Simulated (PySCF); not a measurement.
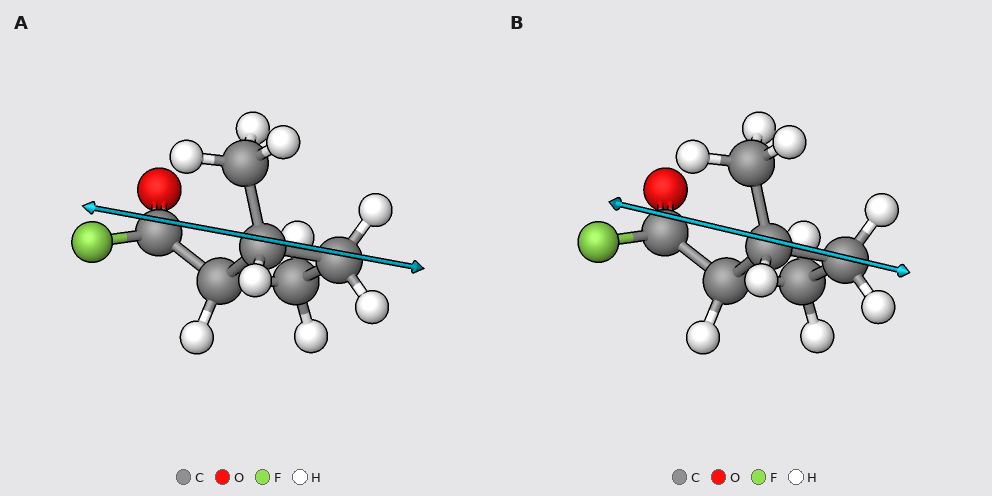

The double arrows show the directions of two transition dipoles from the ground state (lengths mean nothing). The geometry was computed by an optimisation with GFN2-xTB. No frequency run is at hand to confirm it as a minimum. Properties computed with TDDFT CAM-B3LYP/def2-SVPD, vertical, gas phase, core orbitals frozen in the response (PySCF 2.14.0).

> One belongs to singlet state 5 and one to singlet state 7. Which is which?

A: state 5, 8.54 eV (145 nm), oscillator strength 0.017, mainly HOMO → LUMO+1 (weight 0.56).
B: state 7, 8.76 eV (142 nm), oscillator strength 0.080, mainly HOMO−4 → LUMO (weight 0.58).
